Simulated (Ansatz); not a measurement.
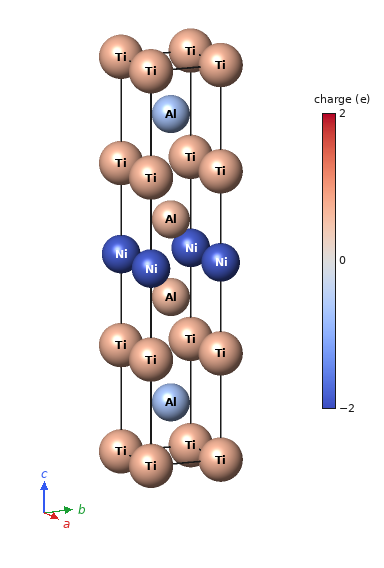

View slightly off an axis, drawn as a spheres-only model. One simulation cell is outlined, and atoms on its boundary appear in each equivalent place. The atoms of this Ti3Al4Ni cell are coloured by their Bader charge.

All computed values are from DFT PBE, scalar-relativistic, plane waves, PAW in Ansatz 0.2.0. Settings: a kinetic-energy cutoff of 420 eV, the zone sampled with 14×14×4 points, Gaussian smearing of 0.1 eV, no spin polarisation (a spin-restricted run, not always the ground state).

**What charges do the elements carry?**

Most positive: Ti; most negative: Ni. Charges: about Ti +0.7 e; Al -0.7 to +0.6 e; Ni -1.8 e.

Provenance: a structure type filled with these elements by a generator (whether the compound takes this form wasn't checked). Earlier steps of the study may have refined or changed the cell and positions. Ansatz was used for an electronic-structure calculation on it.
